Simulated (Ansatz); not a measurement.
Base system: NaI in the rock salt structure (space group Fm-3m, No. 225; a = 6.5281 Å).

One thing is altered: a negative pressure, −1 GPa.

Calculations: Kohn–Sham DFT with the PBE functional, run in Ansatz (a first-principles code) with PAW and 420 eV plane waves, no spin-orbit coupling.

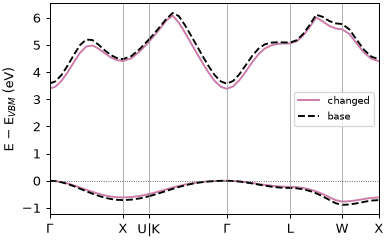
Highest valence and lowest conduction band along the path, each from its own valence-band maximum

Task: From the figure, how large is the changed gap, and is it direct?

Result: About 3.4 eV, direct at Γ.

Spin-orbit coupling, missing from the scalar runs, can matter with I. Load acts through the strain it causes; cell and atoms are relaxed under it. Stability against distortions was not tested.
